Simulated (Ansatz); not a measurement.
# H2SO2 (SMILES O=[SH2]=O) at 6 levels

Wanted: a comparison of 6 runs (B3LYP/STO-3G, HSE06/STO-3G, PBE/STO-3G, r2SCAN0/STO-3G, UMP2/STO-3G, CCSDTQ/STO-3G) of H2SO2. 

The calculation is run with Ansatz 0.2.0.

45 further runs of the same task are left out: 1 that didn't finish, 44 set aside as unsound or not needed.

### 1 The structure to begin with

H2SO2 has 5 atoms, charge 0, and is taken as a singlet. As SMILES, `O=[SH2]=O`. The H4–S2 distance was set to 2.098 Å, away from the relaxed value. At this shape a bond of the SMILES string is far longer than usual.

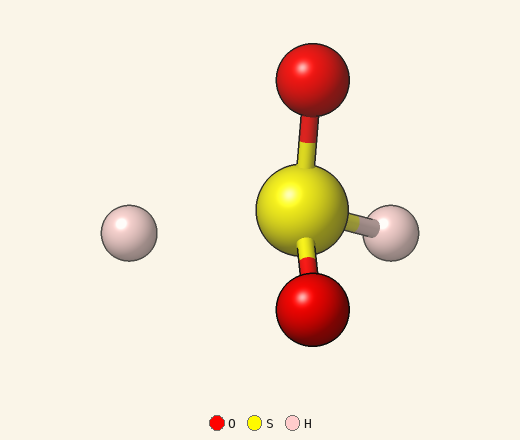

Viewed from a chosen angle; oxygen red, sulfur yellow, hydrogen pink.

### 2 A single-point energy at B3LYP/STO-3G (run 1)

Contents of molecule.yaml:

```yaml
crystal:
  periodic: [false, false, false]
  atoms:
    - symbol: O
      position_ang: [-0.700385, 0.689806, 1.529226]
    - symbol: S
      position_ang: [0.299435, 0.399846, 0.556066]
    - symbol: O
      position_ang: [1.555435, -0.162294, 0.926536]
    - symbol: H
      position_ang: [-0.558620, -0.842170, -0.901330]
    - symbol: H
      position_ang: [0.548155, 1.570756, -0.167394]
basis:
  gaussian: {orbitals: STO-3G}
hamiltonian: {xc: {name: B3LYP}}
accuracy: high
```

Run with:

```
ansatz run molecule.yaml --threads 1 --pin off --max-ram 2610MiB --events-out events.jsonl --progress --plain --runs-dir runs
```

Standard output:

```text
Warning: RAYON_NUM_THREADS=1 ignored (pool sized by the plan → 1); use --threads N
Functional definition: B3LYP
  name "B3LYP"
  parameter a0 = 0.2
  parameter ax = 0.72
  parameter ac = 0.81
  exchange = (1 - a0 - ax)*slater_x + ax*b88_x + a0*exact_x
  correlation = (1 - ac)*vwn_rpa_c + ac*lyp_c
388 factors; integrals over basis functions are off by at most 2.6e-8 eV
mean field evaluation 1: about -14762.6054 eV, gradient 5.3e1 eV
mean field evaluation 2: about -14750.9992 eV, gradient 8.1e1 eV
mean field evaluation 4: about -14770.3618 eV, gradient 1.7e1 eV
mean field evaluation 8: about -14772.3068 eV, gradient 2.3e-1 eV
mean field evaluation 16: about -14772.3267 eV, gradient 1.8e-5 eV
mean field -14772.32674839 eV, -542.8729949606 hartree, gradient 1.4e-8 eV, S^2 0.000000; 0 other end points of the search recorded, 0 dependent functions left out
reference -14772.32677116 eV, -542.8729957976 hartree; 17, 17 occupied and 4, 4 virtual orbitals, 388 factors
Total energy: -14772.32677116 eV, -542.8729957976 hartree
```

Wall time 1.3 s (1 thread of Arm Neoverse V1, shared host); peak memory 0.096 GiB.

### 3 A single-point energy at HSE06/STO-3G (run 2)

Contents of input.yaml:

```yaml
crystal:
  periodic: [false, false, false]
  atoms:
    - {symbol: O, position_ang: [-0.700385, 0.689806, 1.529226]}
    - {symbol: S, position_ang: [0.299435, 0.399846, 0.556066]}
    - {symbol: O, position_ang: [1.555435, -0.162294, 0.926536]}
    - {symbol: H, position_ang: [-0.558620, -0.842170, -0.901330]}
    - {symbol: H, position_ang: [0.548155, 1.570756, -0.167394]}
basis:
  gaussian:
    orbitals: STO-3G
hamiltonian:
  xc: hse06
accuracy: high
```

Run with:

```
ansatz run input.yaml --threads 1 --pin off --max-ram 2610MiB --events-out events.jsonl --progress --plain --runs-dir runs
```

Standard output:

```text
Warning: RAYON_NUM_THREADS=1 ignored (pool sized by the plan → 1); use --threads N
Functional definition: HSE06
  name "HSE06"
  parameter a = 0.25
  parameter omega = 0.11/bohr
  exchange = pbe_x - a*pbe_x_sr(omega) + a*exact_x_sr(omega)
  correlation = pbe_c
388 factors; integrals over basis functions are off by at most 2.6e-8 eV
53 factors; integrals over basis functions are off by at most 7.5e-10 eV
mean field evaluation 1: about -14755.7430 eV, gradient 5.1e1 eV
mean field evaluation 2: about -14743.1173 eV, gradient 8.2e1 eV
mean field evaluation 4: about -14762.3763 eV, gradient 1.9e1 eV
mean field evaluation 8: about -14764.8205 eV, gradient 7.2e-1 eV
mean field evaluation 16: about -14764.8532 eV, gradient 1.0e-5 eV
mean field -14764.85324472 eV, -542.5983487663 hartree, gradient 2.3e-8 eV, S^2 0.000000; 0 other end points of the search recorded, 0 dependent functions left out
reference -14764.85324611 eV, -542.5983488175 hartree; 17, 17 occupied and 4, 4 virtual orbitals, 388 factors
Total energy: -14764.85324611 eV, -542.5983488175 hartree
```

Run time: 1.5 s. Hardware: 1 thread of Arm Neoverse V1, shared host; peak memory 0.096 GiB.

Runs 3 to 5 aren't shown in full; the table further down has their settings and results.

### 4 The energy at CCSDTQ/STO-3G (run 6)

Contents of job.yaml:

```yaml
crystal:
  periodic: [false, false, false]
  atoms:
    - {symbol: O, position_ang: [-0.700385, 0.689806, 1.529226]}
    - {symbol: S, position_ang: [0.299435, 0.399846, 0.556066]}
    - {symbol: O, position_ang: [1.555435, -0.162294, 0.926536]}
    - {symbol: H, position_ang: [-0.558620, -0.842170, -0.901330]}
    - {symbol: H, position_ang: [0.548155, 1.570756, -0.167394]}
basis:
  gaussian:
    orbitals: STO-3G
scf:
  omitted_lower_state_checks: [cluster_reference, increment]
correlation:
  method: ccsdtq
  frozen_orbitals: {H: 0, O: 1, S: 5}
accuracy: high
```

Run with:

```
ansatz run job.yaml --threads 1 --pin off --max-ram 2610MiB --events-out events.jsonl --progress --plain --runs-dir runs
```

Standard output, shortened:

```text
Warning: RAYON_NUM_THREADS=1 ignored (pool sized by the plan → 1); use --threads N
Functional definition: HF
  name "HF"
[...]
388 factors; integrals over basis functions are off by at most 2.6e-8 eV
[...]
mean field -14733.96470650 eV, -541.4632159239 hartree, gradient 2.2e-8 eV, S^2 0.000000; 0 other end points of the search recorded, 0 dependent functions left out; unrestricted orbitals would lower it
7 core orbitals not correlated: weight in the atoms' cores, before any rotation towards them, 1.000 or more for the frozen orbitals, at most 0.000 for the correlated occupied ones
reference -14733.96470650 eV, -541.4632159239 hartree; 10, 10 occupied and 4, 4 virtual orbitals, 388 factors
second order -4.98610547 eV of doubles, -0.00000000 eV of singles
cycle   1  -4.86728933 eV  change   -9.1e-1 eV  update   1.7e-1
[...]
cycle  37  -6.95064516 eV  change  -1.7e-10 eV  update  4.9e-10
WARN: these amplitudes may be one of several solutions (largest doubles amplitude 0.50, level shift 4.75 eV)
Total energy: -14740.91535166 eV, -541.7186474221 hartree
Checks for a lower state left out: cluster_reference, increment
```

Run time: 12 s. Hardware: 1 thread of Arm Neoverse V1, shared host; peak memory 0.18 GiB.

### 5 Overview of the runs

| run | level | frozen core orbitals | energy (Eh) | wall time |
| --- | --- | --- | --- | --- |
| 1 | B3LYP/STO-3G | – | -542.872996 | 1.3 s |
| 2 | HSE06/STO-3G | – | -542.598349 | 1.5 s |
| 3 | PBE/STO-3G | – | -542.578537 | 1.2 s |
| 4 | r2SCAN0/STO-3G | – | -542.797722 | 2.7 s |
| 5 | UMP2/STO-3G | 7 | -541.648464 | 0.52 s |
| 6 | CCSDTQ/STO-3G | 7 | -541.718647 | 12 s |

### 6 What came out

| quantity | value |
| --- | --- |
| run 6: total energy | -541.71865 Eh |
| run 6: correlation energy (7 core orbitals frozen) | -255.4 mEh |
| run 6: T1 diagnostic | 0.032 |

What this shows: Totals of different functionals can't be ranked against each other. In run 6 the log says that unrestricted orbitals would lower the reference, so the values rest on an unstable closed-shell determinant (other closed-shell runs at this shape may share the fault). In runs 1, 2, 3, 4, 5, 6 the basis is minimal, so the values are rough. Spin contamination of the reference: run 5 ⟨S²⟩ = 0.94. Where it is this large, the reference is a mixture of spin states, and values that rest on it are in doubt. All runs together took 19 s, the longest 12 s.
